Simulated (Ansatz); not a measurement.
Take SnO$_{2}$ in the rutile structure (space group P4_2/mnm, No. 136; a = 4.7692 Å, c = 3.2120 Å) as the base.

Now apply this change: cell and atoms relaxed at a pressure of 3 GPa.

Method: Ansatz (a program for electronic structure), PBEsol, PAW, cutoff 420 eV, without spin-orbit coupling.

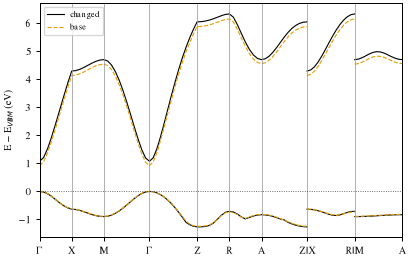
Figure. Highest valence and lowest conduction band along the path, each from its own valence-band maximum

Q: Read the changed gap and its character from the plot.

A: About 1.1 eV, direct at Γ.

Load acts through the strain it causes; cell and atoms are relaxed under it. No phonon test of stability was made. The base started in Imma and relaxed to P4_2/mnm at this level.
